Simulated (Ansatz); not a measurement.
## Two runs on C2H4OSi

System: C2H4OSi.
Method of run A: RHF-CCSD(T), frozen core/def2-TZVPP (Ansatz 0.2.0).

The geometry: displaced from a GFN2-xTB structure. Text and figures count atoms from 1; the logs count them from 0 in places.

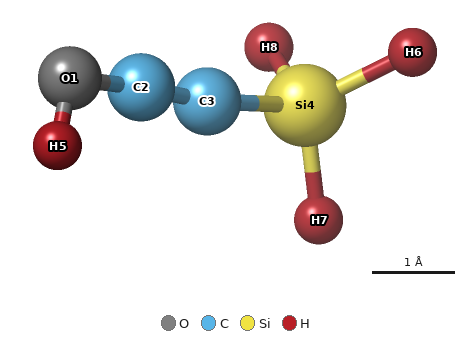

Figure 1. The structure as given in the input (ball-and-stick view, seen at a tilt; atoms are numbered from 1 in the order of the input). Bond lengths as drawn: C–C 1.18 Å, C–O 1.29 Å, C–Si 1.80 Å, H–O 0.93 Å and H–Si 1.44 to 1.53 Å.

**Input file, run A**
```yaml
crystal:
  periodic: [false, false, false]
  atoms:
    - {symbol: O, position_ang: [2.516900, 0.918100, 0.463500]}
    - {symbol: C, position_ang: [1.325100, 0.455800, 0.278400]}
    - {symbol: C, position_ang: [0.230000, 0.076000, 0.049100]}
    - {symbol: Si, position_ang: [-1.416000, -0.623600, -0.115600]}
    - {symbol: H, position_ang: [2.780500, 1.447700, -0.257000]}
    - {symbol: H, position_ang: [-2.402400, 0.073100, 0.823100]}
    - {symbol: H, position_ang: [-1.758300, -0.402900, -1.494600]}
    - {symbol: H, position_ang: [-1.472900, -2.035000, 0.216700]}
basis:
  gaussian: {orbitals: def2-TZVPP}
correlation: {method: ccsd_t}
output: {forces: true}
```

Hardware: 8 CPU threads, shared host.

**Output (run A)**
```
Functional definition: HF
  exchange = exact_x
  correlation = 0
1141 factors; integrals over basis functions are off by at most 1.0e-3 eV
mean field evaluation 1: about -12020.5051 eV, gradient 3.3e1 eV
mean field evaluation 2: about -12020.8042 eV, gradient 3.3e1 eV
mean field evaluation 4: about -12023.5612 eV, gradient 4.2e0 eV
mean field evaluation 8: about -12023.6233 eV, gradient 2.9e-1 eV
mean field evaluation 16: about -12022.8261 eV, gradient 1.4e1 eV
mean field -12023.62378997 eV, -441.8600243765 hartree, gradient 2.6e-6 eV, S^2 0.000000; 0 other end points of the search recorded, 0 dependent functions left out
8 core orbitals not correlated: weight in the atoms' cores, before any rotation towards them, 1.000 or more for the frozen orbitals, at most 0.000 for the correlated occupied ones
reference -12023.62378997 eV, -441.8600243765 hartree; 11, 11 occupied and 172, 172 virtual orbitals, 1141 factors
second order -17.82356977 eV of doubles, -0.00000000 eV of singles
cycle   1  -17.96788370 eV  change   -1.4e-1 eV  update   1.0e-1
cycle   2  -18.47215704 eV  change   -5.0e-1 eV  update   3.1e-2
cycle   3  -18.58459733 eV  change   -1.1e-1 eV  update   1.5e-2
cycle   4  -18.57792816 eV  change    6.7e-3 eV  update   4.0e-3
cycle   5  -18.57795627 eV  change   -2.8e-5 eV  update   1.6e-3
cycle   6  -18.57863393 eV  change   -6.8e-4 eV  update   4.2e-4
cycle   7  -18.57856497 eV  change    6.9e-5 eV  update   1.3e-4
cycle   8  -18.57854611 eV  change    1.9e-5 eV  update   4.5e-5
cycle   9  -18.57856190 eV  change   -1.6e-5 eV  update   1.8e-5
cycle  10  -18.57856208 eV  change   -1.7e-7 eV  update   6.9e-6
cycle  11  -18.57855631 eV  change    5.8e-6 eV  update   2.7e-6
perturbative correction -0.80510364 eV, -0.0295870130 hartree
the calculation of the forces begins
Total energy: -12043.00744992 eV, -442.5723607411 hartree
Atom 0 at     2.516900     0.918100     0.463500 Å, force     0.620899    -0.671927     1.704409 eV/Å
Atom 1 at     1.325100     0.455800     0.278400 Å, force     2.741059     1.198445     0.198904 eV/Å
Atom 2 at     0.230000     0.076000     0.049100 Å, force    -3.171532    -1.392761    -0.196515 eV/Å
Atom 3 at    -1.416000    -0.623600    -0.115600 Å, force    -0.746774     0.715184     0.922142 eV/Å
Atom 4 at     2.780500     1.447700    -0.257000 Å, force     0.443011     0.963493    -1.357244 eV/Å
Atom 5 at    -2.402400     0.073100     0.823100 Å, force     0.499047    -0.279278    -0.568008 eV/Å
Atom 6 at    -1.758300    -0.402900    -1.494600 Å, force    -0.497069     0.012309    -0.756105 eV/Å
Atom 7 at    -1.472900    -2.035000     0.216700 Å, force     0.111359    -0.545465     0.052417 eV/Å
Dipole moment:     0.268478     0.223221    -0.232404 e Å
```

For run B the input was changed thus:
```diff
-correlation: {method: ccsd_t}
+hamiltonian: {xc: {name: wB97M-V}}
```

Predict how the results change.

The total energies belong to different methods, so their difference says nothing on which is more stable or more accurate. The largest force goes from 3.469 to 2.323 eV/Å. The dipole moment goes from 2.01 to 2.10 D.

**Output (run B)**
```
Functional definition: wB97M-V
  parameter omega = 0.3/bohr
  parameter cx = 0.15
  parameter cx01 = 1.007
  parameter cx10 = 0.259
  parameter css00 = 0.443
  parameter css04 = -1.437
  parameter css10 = -4.535
  parameter css20 = -3.390
  parameter css43 = 4.278
  parameter cos00 = 1.000
  parameter cos10 = 1.358
  parameter cos20 = 2.924
  parameter cos21 = -8.812
  parameter cos60 = -1.390
  parameter cos61 = 9.142
  parameter b = 6.0
  parameter c = 0.01
  gx(w, u) = 1 - cx + cx01*u + cx10*w
  gss(w, u) = css00 + css04*u^4 + css10*w + css20*w^2 + css43*w^4*u^3
  gos(w, u) = cos00 + cos10*w + (cos20 + cos21*u)*w^2 + (cos60 + cos61*u)*w^6
  exchange = spin_sum(e_x_unif_sr(omega)*gx(b97_w, b97_u_x)) + cx*exact_x_sr(omega) + exact_x_lr(omega)
  correlation = spin_sum(e_c_pw_mod_same_spin*gss(b97_w, b97_u_same))
      + integral(e_c_pw_mod_opposite_spin*gos(b97_w_opposite, b97_u_opposite)) + vv10(b, c)
1038 factors; their error is unknown
241 factors; integrals over basis functions are off by at most 1.5e-5 eV
mean field evaluation 1: about -12057.4614 eV, gradient 4.4e1 eV
mean field evaluation 2: about -12059.1819 eV, gradient 3.2e1 eV
mean field evaluation 4: about -12061.2270 eV, gradient 2.5e0 eV
mean field evaluation 8: about -12061.2460 eV, gradient 3.9e-2 eV
mean field evaluation 16: about -12061.2548 eV, gradient 1.1e-4 eV
mean field -12061.25484552 eV, -443.2429401605 hartree, gradient 1.5e-5 eV, S^2 0.000000; 0 other end points of the search recorded, 0 dependent functions left out
the calculation of the forces begins
reference -12061.25489358 eV, -443.2429419270 hartree; 19, 19 occupied and 172, 172 virtual orbitals, 1038 factors
Total energy: -12061.25489358 eV, -443.2429419270 hartree
Atom 0 at     2.516900     0.918100     0.463500 Å, force     0.214891    -0.817893     1.618194 eV/Å
Atom 1 at     1.325100     0.455800     0.278400 Å, force     1.858116     0.912448    -0.006431 eV/Å
Atom 2 at     0.230000     0.076000     0.049100 Å, force    -2.075649    -1.040741     0.071754 eV/Å
Atom 3 at    -1.416000    -0.623600    -0.115600 Å, force    -0.698906     0.729070     0.911030 eV/Å
Atom 4 at     2.780500     1.447700    -0.257000 Å, force     0.500524     0.984640    -1.347578 eV/Å
Atom 5 at    -2.402400     0.073100     0.823100 Å, force     0.546880    -0.308688    -0.606481 eV/Å
Atom 6 at    -1.758300    -0.402900    -1.494600 Å, force    -0.464776     0.006501    -0.677884 eV/Å
Atom 7 at    -1.472900    -2.035000     0.216700 Å, force     0.118920    -0.465338     0.037397 eV/Å
Dipole moment:     0.290268     0.230977    -0.232328 e Å
```

**The two runs side by side**

| quantity | run A | run B |
| --- | --- | --- |
| outcome | converged | converged |
| total energy (hartree) | −442.572361 | −443.242942 |
| dipole moment (D) | 2.01 | 2.10 |
| largest force (eV/Å) | 3.469 | 2.323 |
| basis functions | 191 | 191 |
| wall time (shared host) | 84 s | 2.8 s |
